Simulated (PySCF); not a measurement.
Excited-state calculation of C3H9FSi2

System: C3H9FSi2.
Method: TDDFT wB97X-D/def2-SVPD, vertical, gas phase, core orbitals frozen in the response (PySCF 2.14.0).

The geometry comes from this level: GFN2-xTB.

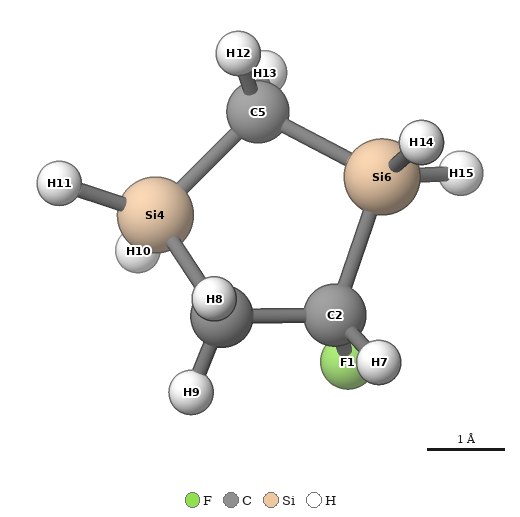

*The input geometry (ball-and-stick view, seen at a tilt; atoms are numbered from 1 in the order of the input).*

Bond lengths as drawn: C–C 1.52 Å, C–F 1.40 Å, C–H 1.09 to 1.10 Å, C–Si 1.91 to 1.93 Å and H–Si 1.46 to 1.47 Å.

### The input
```
{"job": {"kind": "uv", "xc": "wB97X-D", "basis": "def2-SVPD", "nstates": 8, "ntriplets": 3}, "charge": 0, "multiplicity": 1}
F     -0.076257     1.292901     1.837868
C      0.174147     1.350830     0.462581
C     -1.089738     0.924047    -0.273375
Si    -1.258109    -0.971491    -0.132680
C      0.586475    -1.446338    -0.306985
Si     1.604776     0.113836     0.092170
H      0.413019     2.403245     0.270848
H     -0.984237     1.219498    -1.318051
H     -1.949817     1.461917     0.126732
H     -1.793020    -1.365935     1.171915
H     -2.095316    -1.506973    -1.211968
H      0.800472    -1.793419    -1.316009
H      0.846717    -2.270905     0.352119
H      2.372947     0.601254    -1.060030
H      2.443528    -0.004479     1.282955
```

The first line tells a small driver script what to run in PySCF; the rest is the geometry in Å.

Command:
```bash
OMP_NUM_THREADS=1 python <driver script> task.json out
```

### Output
```
coarse grid: 13176 points
cycle   1  E = -797.9973631970  dE =  4.912e-01  |g| = 5.110e-01  |ddm| = 4.612e+00
cycle   2  E = -798.0032895864  dE = -5.926e-03  |g| = 5.518e-01  |ddm| = 1.048e+00
cycle   3  E = -798.0536760157  dE = -5.039e-02  |g| = 5.507e-02  |ddm| = 4.325e-01
cycle   4  E = -798.0542327572  dE = -5.567e-04  |g| = 2.519e-02  |ddm| = 1.079e-01
cycle   5  E = -798.0543894606  dE = -1.567e-04  |g| = 4.794e-03  |ddm| = 5.049e-02
cycle   6  E = -798.0543966151  dE = -7.154e-06  |g| = 8.449e-04  |ddm| = 1.299e-02
final grid: 117432 points
cycle   7  E = -798.1645173893  dE = -8.335e-05  |g| = 6.755e-03  |ddm| = 1.214e-01
cycle   8  E = -798.1645172232  dE =  1.661e-07  |g| = 7.657e-03  |ddm| = 1.988e-02
cycle   9  E = -798.1645265014  dE = -9.278e-06  |g| = 4.542e-04  |ddm| = 5.234e-03
cycle  10  E = -798.1645265595  dE = -5.806e-08  |g| = 3.214e-04  |ddm| = 1.727e-03
cycle  11  E = -798.1645265853  dE = -2.578e-08  |g| = 4.704e-05  |ddm| = 4.961e-04
cycle  12  E = -798.1645265862  dE = -9.270e-10  |g| = 1.186e-05  |ddm| = 1.229e-04
```

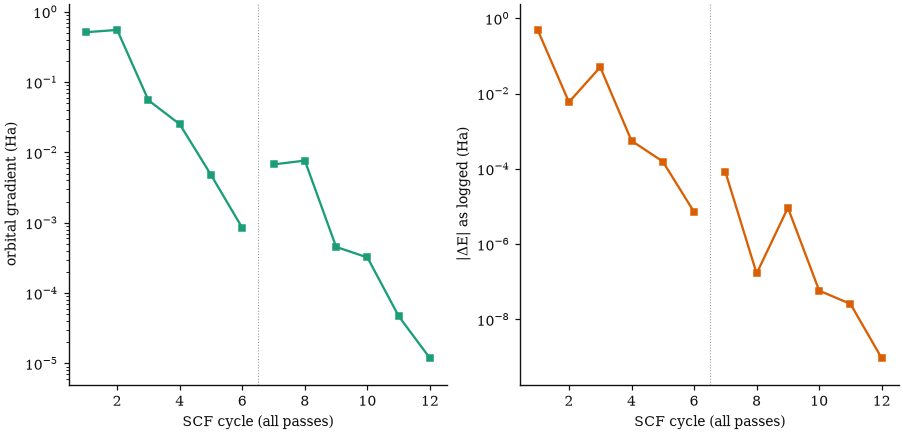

*Convergence of the self-consistent field: orbital gradient and size of the energy change against the SCF cycle. The dotted line marks the change from a coarse to the final integration grid.*

The first 6 cycles use a coarse grid, the final grid takes over at cycle 7, and the field converges after 12 cycles in all.

```
converged SCF energy = -798.1645265862

Static polarisability (au): isotropic 85.342, principal 75.199 84.447 96.381

Singlet excitations
state   eV       nm        f      main configurations
  1   7.4065    167.4   0.00630   H->L+2 0.50, H->L 0.38
  2   7.6734    161.6   0.00248   H->L 0.45, H->L+2 0.22, H->L+1 0.15
  3   7.7843    159.3   0.00650   H->L+1 0.59, H->L+2 0.09, H->L+4 0.09
  4   8.0355    154.3   0.16995   H-1->L+1 0.42, H-1->L 0.33
  5   8.1799    151.6   0.00556   H-1->L+1 0.26, H-1->L+2 0.24, H-1->L 0.18
  6   8.2526    150.2   0.02119   H-2->L+2 0.28, H-2->L+1 0.18, H-2->L 0.15
  7   8.2865    149.6   0.01483   H-1->L+2 0.20, H-1->L+1 0.18, H-2->L 0.14
  8   8.3436    148.6   0.01866   H-2->L 0.37, H-1->L+2 0.26, H-1->L 0.09

Triplet excitations (Tamm-Dancoff, eV): 6.9467 7.2421 7.5263
```

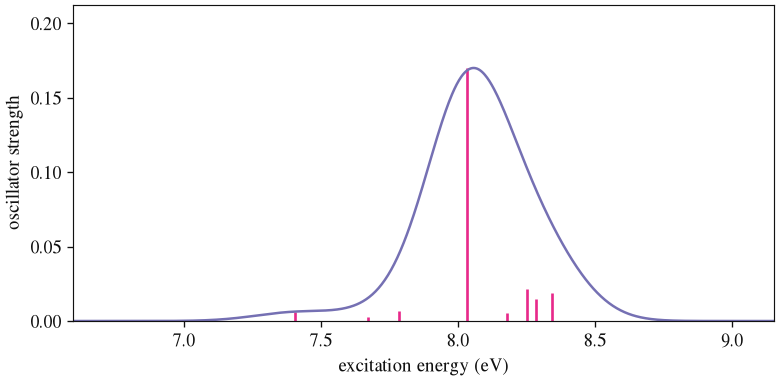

*Computed excitations as sticks (degenerate states added up, dark ones marked on the axis), with a Gaussian envelope of 0.35 eV full width at half maximum, scaled to the tallest.*

Of the 8 states the lowest lies at 7.41 eV (f = 0.006); the strongest line is at 8.04 eV, or 154 nm (f = 0.170).

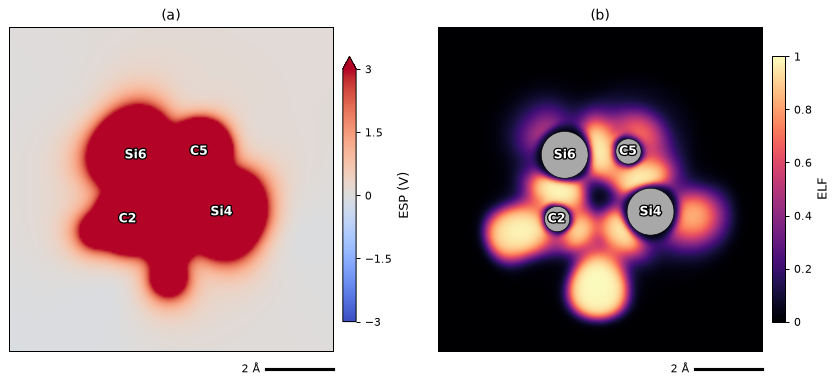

*(a) molecular electrostatic potential; (b) electron localisation function on the plane of atoms C2, Si6 and C5. Grey discs, where drawn, cover atomic cores.*

Atoms in the plane: C and Si. The potential has no marked negative region in this plane.

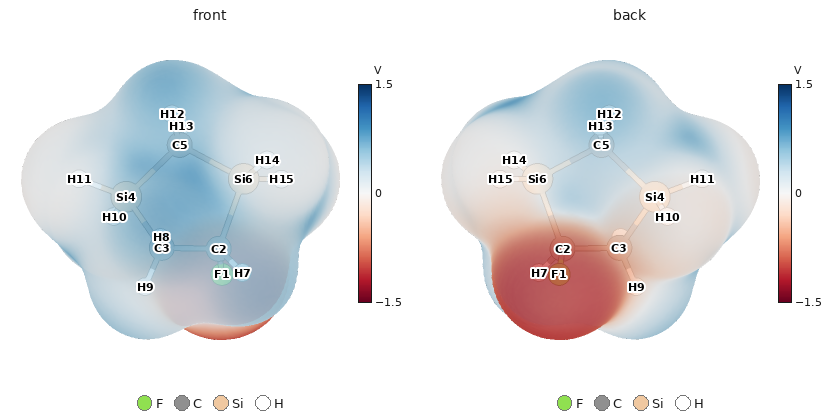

*The molecular electrostatic potential painted on the density surface at 0.001 e/bohr³, seen at a tilt and from behind; the colour scale runs from red (negative) to blue (positive).*

A positive charge is drawn to the negative regions and a negative charge to the positive ones. Its dipole moment is 1.91 D.

### Key numbers

| quantity | value |
| --- | --- |
| outcome | converged |
| total energy | −798.164527 hartree |
| HOMO | −9.84 eV |
| LUMO | 1.92 eV |
| dipole moment | 1.91 D |
| mean polarisability | 85.34 a.u. |
| lowest singlet excitation | 7.41 eV |
| hardware | 1 CPU thread, shared host |
| wall time | 38 s |
| peak memory | 0.86 GiB |
